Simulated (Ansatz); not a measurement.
# How glassy B2O3 changes with atoms

Do the results settle as the cell grows, and how fast does the cost rise?

Computed with Ansatz 0.2.0: Kohn-Sham DFT, LDA, PAW (set soft_2). Every run is a single point, with the atoms held where the recipe put them (cutoff of the plane-wave runs 420 eV, fermi-dirac smearing of 0.025 eV).

First member: 65 atoms (26 B, 39 O) placed at random at 1.93 g/cm³, melted at 3000 K for 20 ps at fixed volume with the Buckingham and Coulomb pair potential of Guillot and Sator (Geochim. Cosmochim. Acta 71, 1249 (2007)) with the boron terms of Wang et al. (J. Non-Cryst. Solids 498, 294 (2018)). Quenched from 3000 K to 300 K at 100 K/ps and fixed volume, held 10 ps at zero pressure.

Last member: 500 atoms (200 B, 300 O) placed at random at 1.93 g/cm³, melted at 3000 K for 20 ps at fixed volume with the Buckingham and Coulomb pair potential of Guillot and Sator (Geochim. Cosmochim. Acta 71, 1249 (2007)) with the boron terms of Wang et al. (J. Non-Cryst. Solids 498, 294 (2018)). Quenched from 3000 K to 300 K at 100 K/ps and fixed volume, held 10 ps at zero pressure.

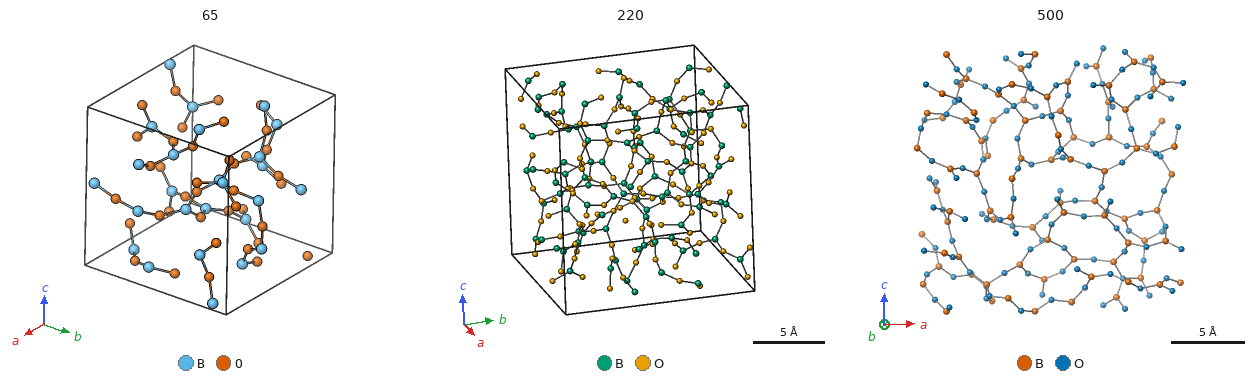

Three members of the series, labelled by atoms. Bonds to atoms that aren't drawn are left out. Some periodic images of atoms are drawn too. Drawn is a slice 7 Å thick, seen along the normal of the ac plane.

The members:

| atoms | reduced formula | atoms | valence electrons | k-mesh | basis | density (g/cm³) |
| --- | --- | --- | --- | --- | --- | --- |
| 65 | B2O3 | 65 | 312 | 1×1×1 | plane waves | 1.96 |
| 100 | B2O3 | 100 | 480 | 1×1×1 | plane waves | 2.01 |
| 150 | B2O3 | 150 | 720 | 1×1×1 | plane waves | 2.00 |
| 220 | B2O3 | 220 | 1056 | 1×1×1 | plane waves | 1.92 |
| 330 | B2O3 | 330 | 1584 | 1×1×1 | plane waves | 2.01 |
| 500 | B2O3 | 500 | 2400 | 1×1×1 | support functions | 2.01 |

Each cell is one sample from a classical run, so sample-to-sample scatter enters every column; pressures lack the kinetic term.

The input of the first member, without its atom lines; other members have their own cell and atoms, and may differ in mesh, basis and outputs:

```yaml
crystal:
  lattice:
    - [9.14892, 0.0, 0.0]
    - [0.0, 9.14892, 0.0]
    - [0.0, 0.0, 9.14892]
  atoms:
    [... 65 lines ...]
kpoints:
  mp_grid: { grid: [1, 1, 1] }
hamiltonian:
  xc: lda
scf:
  occupations: { method: fermi_dirac, width: 0.025 }
output:
  forces: true
  stress: true
  populations: true
  dos:
    method: { smearing: { sigma: 0.08 } }
    de: 0.1
    projected: { site_lists: { B: [B], O: [O] } }
  eigenvalues: true
  write_density: true
  write_potential: true
  volumetric_format: npy
```

**Question.** How do the results, the time and the memory go along the series?

Results; charges are mean Löwdin charges in e:

| atoms | pressure (GPa) | r.m.s. force (eV/Å) | gap (eV) | q(B) | q(O) |
| --- | --- | --- | --- | --- | --- |
| 65 | -16.2 | 0.831 | 4.68 | +0.65 | -0.36 |
| 100 | -15.4 | 0.967 | 3.04 | +0.64 | -0.36 |
| 150 | -16.3 | 0.860 | 4.53 | +0.65 | -0.36 |
| 220 | -16.2 | 0.952 | 1.61 | +0.65 | -0.36 |
| 330 | -15.6 | 0.882 | 2.02 | +0.64 | -0.36 |
| 500 | - | 0.993 | 2.24 | - | - |

The gap is that between the highest filled and lowest empty Kohn-Sham level on the run's k-points; tail or defect levels can set it, and local or semilocal functionals tend to put gaps under measured ones. The projection misses up to 0.042 e an atom, so the charges add up to more than the cell's charge.

Bonds in each cell, which the recipe sets and DFT didn't move; cutoffs follow each cell's own g(r) within set bounds (mean length in Å, and neighbours of the second kind about the first):

| atoms | B-O length | B-O count |
| --- | --- | --- |
| 65 | 1.403 | 3.00 |
| 100 | 1.402 | 3.02 |
| 150 | 1.401 | 3.00 |
| 220 | 1.404 | 3.01 |
| 330 | 1.400 | 3.01 |
| 500 | 1.401 | 3.02 |

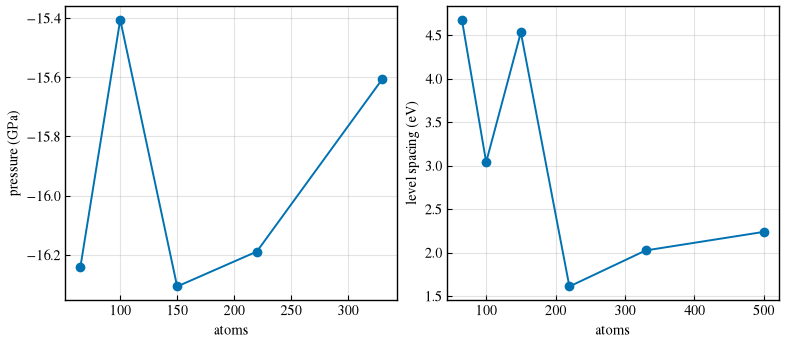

Results against atoms.

Cost on 8 threads of AMD EPYC 9R45, shared host:

| atoms | atoms | basis | k-mesh | SCF cycles | time | host memory (GiB) | Δ force from the first basis (meV/Å) |
| --- | --- | --- | --- | --- | --- | --- | --- |
| 65 | 65 | plane waves | 1×1×1 | 10 | 1.4 s | 0.85 | - |
| 65 | 65 | support functions | 1×1×1 | 13 | 15 s | 2.6 | 1.2 |
| 100 | 100 | plane waves | 1×1×1 | 10 | 3.2 s | 1.4 | - |
| 100 | 100 | support functions | 1×1×1 | 13 | 22 s | 3.4 | 1.0 |
| 150 | 150 | plane waves | 1×1×1 | 10 | 7.9 s | 2.4 | - |
| 150 | 150 | support functions | 1×1×1 | 13 | 36 s | 5.1 | 1.2 |
| 220 | 220 | plane waves | 1×1×1 | 11 | 19 s | 4.5 | - |
| 220 | 220 | support functions | 1×1×1 | 13 | 70 s | 8.1 | 1.1 |
| 330 | 330 | plane waves | 1×1×1 | 11 | 50 s | 8.2 | - |
| 330 | 330 | support functions | 1×1×1 | 12 | 80 s | 8.0 | 1.1 |
| 500 | 500 | support functions | 1×1×1 | 12 | 2.1 min | 12 | - |
| 500 | 500 | support functions, truncated | 1×1×1 | 17 | 4.3 min | 15 | 0.27 |

The force difference holds the basis error of the plane-wave run too, whose cutoff is lower than the one behind the functions' grid. Times include the outputs that each run asked for, on hosts shared with other jobs.

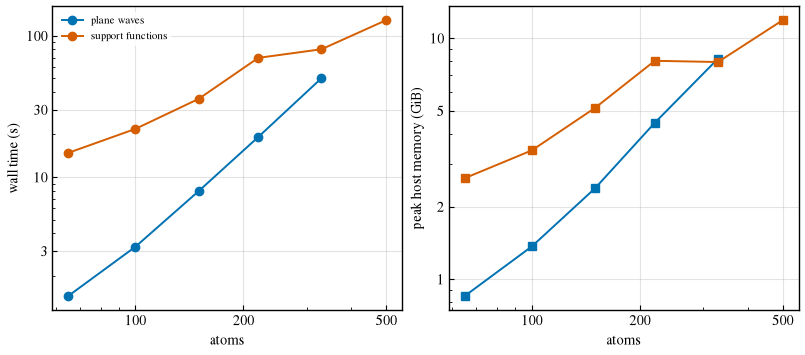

Wall time and memory against the number of atoms.

What the series shows: The gap is lowest at 220 atoms (1.61 eV) and highest at 65 atoms (4.68 eV); in single samples it varies with the configuration. The density spans 1.92 to 2.01 g/cm³, so the columns mix its effect with that of the atoms. The pressure lies between -16 and -15 GPa, with no steady trend. Support functions take 10 times the wall time of plane waves at 65 atoms and 1.6 times at 330 (the times hold unlike extra outputs; shared hosts, so rough).

**Limits.** The quench rate of 100 K/ps is many orders above laboratory rates, so the cell is likely richer in defects and strain than a real sample. The network of bonds at the start is that of the classical potential that made the cell, and needn't be the one that DFT or experiment would give. The classical runs held zero pressure, yet DFT finds pressures over 8 GPa in size in some cells, from the potential's density and bond lengths or from this functional's own volume.

[Logs are printed without paths, hosts, clocks, repeated set-up lines and the standing remarks that a program may print on its own settings, such as how far it seeks lower states.]

[Hosts, paths, dates, database ids (printed as entryN), source tags and the programs' standing remarks are cut or masked in the printed files.]
